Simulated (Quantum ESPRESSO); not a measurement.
**Collinear magnetic orders of TiCo3 with Quantum ESPRESSO**

A self-consistent run ends on one state, which hangs on the start. Several orders of TiCo3 are started in Quantum ESPRESSO and their energies compared.

Program: Quantum ESPRESSO 7.5. Level of theory: LDA; plane waves with GBRV 1.5 LDA potentials, no spin-orbit coupling. Results are calculated unless marked as measured.

### Step 1. Set-up

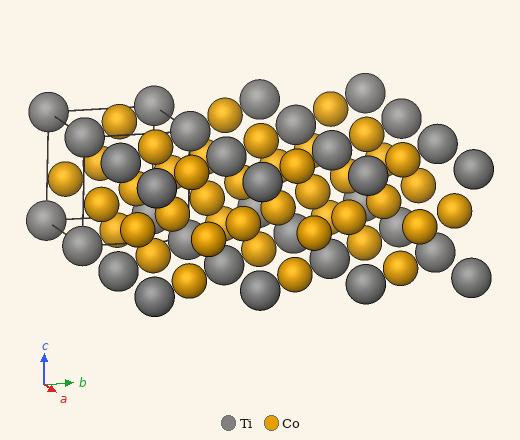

The starting structure, seen slightly off an axis (titanium grey, cobalt orange). 3×3×1 cells are drawn. Some periodic images of atoms are drawn too.

The cell comes from the Crystallography Open Database.

The settings of this session are cheaper than careful work needs (see the inputs), so it shows what such settings give, not the properties of the crystal.

### Step 2. Run 1, typed as ferro +++

The signs are those of the starting moments on the seeded atoms, the atoms that are given a moment.

File pw.in:

```
&CONTROL
  calculation = 'scf'
  prefix = 'pwscf'
  outdir = './tmp'
  pseudo_dir = './pseudo'
  disk_io = 'nowf'
  tprnfor = .true.
  tstress = .true.
/
&SYSTEM
  ibrav = 0
  celldm(1) = 8
  nat = 4
  ntyp = 2
  ecutwfc = 40
  nbnd = 50
  occupations = 'smearing'
  smearing = 'mp'
  degauss = 0.01469973
  nspin = 2
  starting_magnetization(1) = 0
  starting_magnetization(2) = 0.1176
/
&ELECTRONS
  conv_thr = 8d-09
  electron_maxstep = 150
  mixing_beta = 0.3
/
ATOMIC_SPECIES
Ti     47.8670 ti_lda_v1.4.uspp.F.UPF
Co     58.9332 co_lda_v1.2.uspp.F.UPF
CELL_PARAMETERS alat
   0.8435264988798    0.0000000000000    0.0000000000000
   0.0000000000000    0.8435264988798    0.0000000000000
   0.0000000000000    0.0000000000000    0.8435264988798
ATOMIC_POSITIONS crystal
Ti      0.0000000000    0.0000000000    0.0000000000
Co      0.0000000000    0.5000000000    0.5000000000
Co      0.5000000000    0.0000000000    0.5000000000
Co      0.5000000000    0.5000000000    0.0000000000
K_POINTS automatic
8 8 8 0 0 0
```

Command:

```bash
$ OMP_NUM_THREADS=1 mpirun -n 2 pw.x -nk 2 -in pw.in > pw.out
```

The log of the run:

```text
Program PWSCF v.7.5 starts

     Message from routine setup:
     using ibrav=0 with symmetry is DISCOURAGED, use correct ibrav instead

     K-points division:     npool     =       2
     Subspace diagonalization in iterative solution of the eigenvalue problem:

     G-vector sticks info
     --------------------
     sticks:   dense  smooth     PW     G-vecs:    dense   smooth      PW
     Sum         577     577    185                10443    10443    1863

     Using Slab Decomposition

     bravais-lattice index     =            0
     lattice parameter (alat)  =       8.0000  a.u.
     unit-cell volume          =     307.3025 (a.u.)^3
     number of atoms/cell      =            4
     number of atomic types    =            2
     number of electrons       =        63.00
     number of Kohn-Sham states=           50
     kinetic-energy cutoff     =      40.0000  Ry
     charge density cutoff     =     160.0000  Ry
     scf convergence threshold =      8.0E-09
     mixing beta               =       0.3000
     number of iterations used =            8  plain     mixing
     Exchange-correlation= SLA  PZ   NOGX NOGC
                           (   1   1   0   0   0   0   0)

     celldm(1)=   8.000000  celldm(2)=   0.000000  celldm(3)=   0.000000
     celldm(4)=   0.000000  celldm(5)=   0.000000  celldm(6)=   0.000000

     crystal axes: (cart. coord. in units of alat)
               a(1) = (   0.843526   0.000000   0.000000 )
               a(2) = (   0.000000   0.843526   0.000000 )
               a(3) = (   0.000000   0.000000   0.843526 )

     reciprocal axes: (cart. coord. in units 2 pi/alat)
               b(1) = (  1.185499  0.000000  0.000000 )
               b(2) = (  0.000000  1.185499  0.000000 )
               b(3) = (  0.000000  0.000000  1.185499 )

     PseudoPot. # 1 for Ti read from file:
     ti_lda_v1.4.uspp.F.UPF
     Pseudo is Ultrasoft + core correction, Zval = 12.0
     Generated by new atomic code, or converted to UPF format
     Using radial grid of  851 points,  6 beta functions with:
                l(1) =   0
                l(2) =   0
                l(3) =   1
                l(4) =   1
                l(5) =   2
                l(6) =   2
     Q(r) pseudized with  6 coefficients,  rinner =    1.000   1.000   1.000
                                                       1.000   1.000

     PseudoPot. # 2 for Co read from file:
     co_lda_v1.2.uspp.F.UPF
     Pseudo is Ultrasoft + core correction, Zval = 17.0
     Generated by new atomic code, or converted to UPF format
     Using radial grid of  863 points,  6 beta functions with:
                l(1) =   0
                l(2) =   0
                l(3) =   1
                l(4) =   1
                l(5) =   2
                l(6) =   2
     Q(r) pseudized with  8 coefficients,  rinner =    1.200   1.200   1.200
                                                       1.200   1.200

     atomic species   valence    mass     pseudopotential
     Ti               12.00    47.86700     Ti( 1.00)
     Co               17.00    58.93320     Co( 1.00)

     Starting magnetic structure
     atomic species   magnetization
     Ti              0.000
     Co              0.118

     48 Sym. Ops., with inversion, found

   Cartesian axes

     site n.     atom                  positions (alat units)
         1        Ti     tau(   1) = (   0.0000000   0.0000000   0.0000000  )
         2        Co     tau(   2) = (   0.0000000   0.4217632   0.4217632  )
         3        Co     tau(   3) = (   0.4217632   0.0000000   0.4217632  )
         4        Co     tau(   4) = (   0.4217632   0.4217632   0.0000000  )

     number of k points=    35  Methfessel-Paxton smearing, width (Ry)=  0.0147
                       cart. coord. in units 2pi/alat
        k(    1) = (   0.0000000   0.0000000   0.0000000), wk =   0.0019531
        k(    2) = (   0.0000000   0.0000000   0.1481874), wk =   0.0117188
        k(    3) = (   0.0000000   0.0000000   0.2963748), wk =   0.0117188
        k(    4) = (   0.0000000   0.0000000   0.4445622), wk =   0.0117188
        k(    5) = (   0.0000000   0.0000000  -0.5927496), wk =   0.0058594
        [... 30 further k-points ...]

     Dense  grid:    10443 G-vectors     FFT dimensions: (  27,  27,  27)

     Check: negative core charge=   -0.000063
     Generating pointlists ...
     new r_m :   0.2460 (alat units)  1.9683 (a.u.) for type    1
     new r_m :   0.2460 (alat units)  1.9683 (a.u.) for type    2

     Initial potential from superposition of free atoms

     starting charge      58.9999, renormalised to      63.0000

     negative rho (up, down):  1.423E-03 1.426E-03
     Starting wfcs are   49 randomized atomic wfcs +    1 random wfcs

     Self-consistent Calculation

     iteration #  1     ecut=    40.00 Ry     beta= 0.30
     Davidson diagonalization with overlap
     ethr =  1.00E-02,  avg # of iterations =  4.9

     total energy              =    -988.77643400 Ry
     estimated scf accuracy    <      75.10268717 Ry

     total magnetization       =     1.15 Bohr mag/cell
     absolute magnetization    =     1.44 Bohr mag/cell

     iteration #  2     ecut=    40.00 Ry     beta= 0.30
     Davidson diagonalization with overlap
     ethr =  1.00E-02,  avg # of iterations =  3.3

     negative rho (up, down):  1.980E-04 1.360E-04

     total energy              =   -1013.18826339 Ry
     estimated scf accuracy    <      46.87293701 Ry

     total magnetization       =     0.47 Bohr mag/cell
     absolute magnetization    =     0.52 Bohr mag/cell

     iteration #  3     ecut=    40.00 Ry     beta= 0.30
     Davidson diagonalization with overlap
     ethr =  1.00E-02,  avg # of iterations =  2.2

     negative rho (up, down):  2.477E-04 1.873E-04

     total energy              =   -1015.96911510 Ry
     estimated scf accuracy    <       7.03407165 Ry

     total magnetization       =     1.70 Bohr mag/cell
     absolute magnetization    =     2.07 Bohr mag/cell

     [... further iterations left out ...]

     iteration # 26     ecut=    40.00 Ry     beta= 0.30
     Davidson diagonalization with overlap
     ethr =  1.46E-09,  avg # of iterations =  2.2

     negative rho (up, down):  1.235E-03 8.704E-04

     total energy              =   -1014.35098268 Ry
     estimated scf accuracy    <       0.00000046 Ry

     total magnetization       =     2.08 Bohr mag/cell
     absolute magnetization    =     2.89 Bohr mag/cell

     iteration # 27     ecut=    40.00 Ry     beta= 0.30
     Davidson diagonalization with overlap
     ethr =  7.23E-10,  avg # of iterations =  2.1

     negative rho (up, down):  1.236E-03 8.696E-04

     total energy              =   -1014.35098423 Ry
     estimated scf accuracy    <       0.00000033 Ry

     total magnetization       =     2.10 Bohr mag/cell
     absolute magnetization    =     2.92 Bohr mag/cell

     iteration # 28     ecut=    40.00 Ry     beta= 0.30
     Davidson diagonalization with overlap
     ethr =  5.26E-10,  avg # of iterations =  2.0

     negative rho (up, down):  1.236E-03 8.686E-04

     total energy              =   -1014.35098502 Ry
     estimated scf accuracy    <       0.00000004 Ry

     total magnetization       =     2.11 Bohr mag/cell
     absolute magnetization    =     2.94 Bohr mag/cell

     iteration # 29     ecut=    40.00 Ry     beta= 0.30
     Davidson diagonalization with overlap
     ethr =  6.14E-11,  avg # of iterations =  3.0

     negative rho (up, down):  1.236E-03 8.689E-04

     Magnetic moment per site  (integrated on atomic sphere of radius R)
     atom   1 (R=0.246)  charge= 10.0057  magn= -0.2621
     atom   2 (R=0.246)  charge= 15.7830  magn=  0.8424
     atom   3 (R=0.246)  charge= 15.7830  magn=  0.8424
     atom   4 (R=0.246)  charge= 15.7830  magn=  0.8424

     End of self-consistent calculation

     [... lines left out ...]
     the Fermi energy is    17.8182 ev

!    total energy              =   -1014.35098610 Ry
     estimated scf accuracy    <          4.7E-09 Ry
     smearing contrib. (-TS)   =      -0.00067122 Ry
     internal energy E=F+TS    =   -1014.35031489 Ry

     The total energy is F=E-TS. E is the sum of the following terms:
     one-electron contribution =    -515.46135169 Ry
     hartree contribution      =     296.17881918 Ry
     xc contribution           =    -114.64955482 Ry
     ewald contribution        =    -680.41822756 Ry

     total magnetization       =     2.12 Bohr mag/cell
     absolute magnetization    =     2.95 Bohr mag/cell

     convergence has been achieved in  29 iterations

     negative rho (up, down):  1.236E-03 8.689E-04

     Forces acting on atoms (cartesian axes, Ry/au):

     atom    1 type  1   force =     0.00000000    0.00000000    0.00000000
     atom    2 type  2   force =     0.00000000    0.00000000    0.00000000
     atom    3 type  2   force =     0.00000000    0.00000000    0.00000000
     atom    4 type  2   force =     0.00000000    0.00000000    0.00000000

     Total force =     0.000000     Total SCF correction =     0.000000

     Computing stress (Cartesian axis) and pressure

     negative rho (up, down):  1.236E-03 8.689E-04
          total   stress  (Ry/bohr**3)                   (kbar)     P=     -126.55
  -0.00086029   0.00000000   0.00000000         -126.55        0.00        0.00
   0.00000000  -0.00086029   0.00000000            0.00     -126.55        0.00
   0.00000000   0.00000000  -0.00086029            0.00        0.00     -126.55

=------------------------------------------------------------------------------=
   JOB DONE.
=------------------------------------------------------------------------------=
```

Run time: 84 s. Hardware: 2 MPI ranks of Arm Neoverse V2, shared host; peak memory 0.22 GiB.

Spin moment in the atom's sphere by atom:

```tsv
atom	spin moment in the atom's sphere (μB)
Ti1	-0.262
Co2	0.842
Co3	0.842
Co4	0.842
```

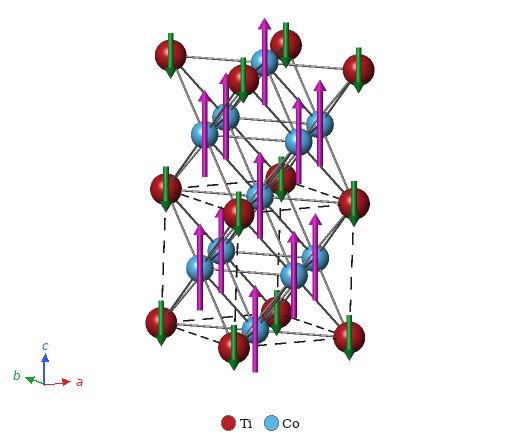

Spin moment in the atom's sphere as arrows, the longest 0.842 μB. Up and down stand for the sign. Arrows give size and sign along the axis of quantisation, drawn up and down the page. Each arrow also spans its atom, so small moments look longer than they are. The two directions have two colours. 1×1×2 cells are drawn. Some periodic images of atoms are drawn too.

Numbers from this step:

```yaml
smearing_term_ts: 0.009132 eV
pressure: -12.66 GPa
magnetization: 2.122 μB
absolute_magnetization: 2.953 μB
final_state: ferrimagnetic
```

### Step 3. Run 2, typed as antiferro q=(0,1/2,1/2) +−+−+−

The cell is doubled to 8 atoms to hold this order. The wavevector q is in fractions of the reciprocal vectors of the crystal's primitive cell, as the cells of these inputs are built from it; moments change sign between cells as cos(2π q·R).

File pw.in:

```
&CONTROL
  calculation = 'scf'
  prefix = 'pwscf'
  outdir = './tmp'
  pseudo_dir = './pseudo'
  disk_io = 'nowf'
  tprnfor = .true.
  tstress = .true.
/
&SYSTEM
  ibrav = 0
  celldm(1) = 8
  nat = 8
  ntyp = 3
  ecutwfc = 40
  nbnd = 84
  occupations = 'smearing'
  smearing = 'mp'
  degauss = 0.01469973
  nspin = 2
  starting_magnetization(1) = 0
  starting_magnetization(2) = 0.1176
  starting_magnetization(3) = -0.1176
/
&ELECTRONS
  conv_thr = 1.6d-08
  electron_maxstep = 150
  mixing_beta = 0.3
/
ATOMIC_SPECIES
Ti     47.8670 ti_lda_v1.4.uspp.F.UPF
Co1    58.9332 co_lda_v1.2.uspp.F.UPF
Co2    58.9332 co_lda_v1.2.uspp.F.UPF
CELL_PARAMETERS alat
   0.8435264988798    0.0000000000000    0.0000000000000
   0.0000000000000    1.6870529977597    0.0000000000000
   0.0000000000000    0.8435264988798    0.8435264988798
ATOMIC_POSITIONS crystal
Ti      0.0000000000    0.0000000000    0.0000000000
Ti      0.0000000000    0.5000000000    0.0000000000
Co1     0.0000000000    0.0000000000    0.5000000000
Co2     0.0000000000    0.5000000000    0.5000000000
Co1     0.5000000000    0.7500000000    0.5000000000
Co2     0.5000000000    0.2500000000    0.5000000000
Co1     0.5000000000    0.2500000000    0.0000000000
Co2     0.5000000000    0.7500000000    0.0000000000
K_POINTS automatic
8 4 8 0 0 0
```

The log of the run:

```text
     [... lines left out ...]
Program PWSCF v.7.5 starts
     [... lines left out ...]
     number of atoms/cell      =            8
     [... lines left out ...]
     number of electrons       =       126.00
     number of Kohn-Sham states=           84
     kinetic-energy cutoff     =      40.0000  Ry
     charge density cutoff     =     160.0000  Ry
     scf convergence threshold =      1.6E-08
     [... lines left out ...]
      4 Sym. Ops. (no inversion) found
     [... lines left out ...]
     number of k points=    65  Methfessel-Paxton smearing, width (Ry)=  0.0147
     [... lines left out ...]
     iteration # 32     ecut=    40.00 Ry     beta= 0.30
     [... lines left out ...]
[key lines of the parts left out:]
total energy              =   -2028.70401565 Ry
total magnetization       =     0.07 Bohr mag/cell
```

Elapsed: 13 min, on 2 MPI ranks; peak memory 0.65 GiB.

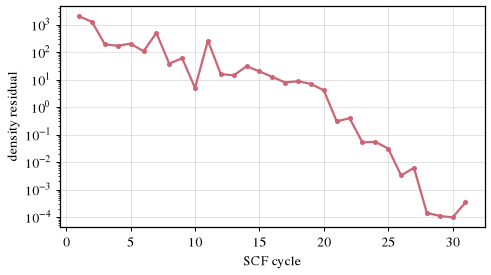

Residual by cycle in this run.

The run was cut off at its time limit.

After 31 cycles the residual stands at 3.4e-4.

### Step 4. Run 3, typed as antiferro q=(1/2,1/2,1/2) +−+−+−

The cell is doubled to 8 atoms to hold this order.

File pw.in:

```
&CONTROL
  calculation = 'scf'
  prefix = 'pwscf'
  outdir = './tmp'
  pseudo_dir = './pseudo'
  disk_io = 'nowf'
  tprnfor = .true.
  tstress = .true.
/
&SYSTEM
  ibrav = 0
  celldm(1) = 8
  nat = 8
  ntyp = 3
  ecutwfc = 40
  nbnd = 84
  occupations = 'smearing'
  smearing = 'mp'
  degauss = 0.01469973
  nspin = 2
  starting_magnetization(1) = 0
  starting_magnetization(2) = 0.1176
  starting_magnetization(3) = -0.1176
/
&ELECTRONS
  conv_thr = 1.6d-08
  electron_maxstep = 150
  mixing_beta = 0.3
/
ATOMIC_SPECIES
Ti     47.8670 ti_lda_v1.4.uspp.F.UPF
Co1    58.9332 co_lda_v1.2.uspp.F.UPF
Co2    58.9332 co_lda_v1.2.uspp.F.UPF
CELL_PARAMETERS alat
   1.6870529977597    0.0000000000000    0.0000000000000
   0.8435264988798    0.8435264988798    0.0000000000000
   0.8435264988798    0.0000000000000    0.8435264988798
ATOMIC_POSITIONS crystal
Ti      0.0000000000    0.0000000000    0.0000000000
Ti      0.5000000000    0.0000000000    0.0000000000
Co1     0.5000000000    0.5000000000    0.5000000000
Co2     0.0000000000    0.5000000000    0.5000000000
Co1     0.0000000000    0.0000000000    0.5000000000
Co2     0.5000000000    0.0000000000    0.5000000000
Co1     0.0000000000    0.5000000000    0.0000000000
Co2     0.5000000000    0.5000000000    0.0000000000
K_POINTS automatic
4 8 8 0 0 0
```

The log of the run:

```text
     [... lines left out ...]
Program PWSCF v.7.5 starts
     [... lines left out ...]
     number of atoms/cell      =            8
     [... lines left out ...]
     number of electrons       =       126.00
     number of Kohn-Sham states=           84
     kinetic-energy cutoff     =      40.0000  Ry
     charge density cutoff     =     160.0000  Ry
     scf convergence threshold =      1.6E-08
     [... lines left out ...]
     12 Sym. Ops., with inversion, found
     [... lines left out ...]
     number of k points=    35  Methfessel-Paxton smearing, width (Ry)=  0.0147
     [... lines left out ...]
     iteration # 36     ecut=    40.00 Ry     beta= 0.30
     [... lines left out ...]
     Magnetic moment per site  (integrated on atomic sphere of radius R)
     atom   1 (R=0.246)  charge= 10.0023  magn=  0.0001
     atom   2 (R=0.246)  charge= 10.0023  magn=  0.0001
     atom   3 (R=0.246)  charge= 15.7849  magn= -0.0002
     atom   4 (R=0.246)  charge= 15.7848  magn= -0.0004
     atom   5 (R=0.246)  charge= 15.7849  magn= -0.0002
     atom   6 (R=0.246)  charge= 15.7848  magn= -0.0004
     atom   7 (R=0.246)  charge= 15.7849  magn= -0.0002
     atom   8 (R=0.246)  charge= 15.7848  magn= -0.0004
     [... lines left out ...]
     the Fermi energy is    17.7209 ev
!    total energy              =   -2028.70403641 Ry
     estimated scf accuracy    <          7.9E-09 Ry
     smearing contrib. (-TS)   =      -0.00023701 Ry
     [... lines left out ...]
     total magnetization       =    -0.00 Bohr mag/cell
     absolute magnetization    =     0.00 Bohr mag/cell
     convergence has been achieved in  36 iterations
     [... lines left out ...]
     Total force =     0.000000     Total SCF correction =     0.000000
     [... lines left out ...]
          total   stress  (Ry/bohr**3)                   (kbar)     P=     -158.98
     [... lines left out ...]
```

Elapsed: 9.6 min, on 2 MPI ranks; peak memory 0.46 GiB.

Spin moment in the atom's sphere by atom:

```tsv
atom	spin moment in the atom's sphere (μB)
Ti1	0.0001
Ti2	0.0001
Co3	-0.0002
Co4	-0.0004
Co5	-0.0002
Co6	-0.0004
Co7	-0.0002
Co8	-0.0004
```

Read from the output:

* smearing term TS: 0.003225 eV
* pressure: -15.90 GPa
* magnetization: 0 μB
* absolute magnetization: 0 μB
* final state: non-magnetic

(Part 1 of 2 ends here.)

[Logs and program files are shortened in this print: banners, set-up blocks, solver, clock and traceback lines can be left out without a mark of their own.]

[Logs are printed without paths, hosts, clocks, repeated set-up lines and the standing remarks that a program may print on its own settings, such as how far it seeks lower states.]

[Hosts, paths, dates, database ids (printed as entryN), source tags and the programs' standing remarks are cut or masked in the printed files.]

[Where a cell is said to come from a database of computed structures, the database is the Materials Project.]
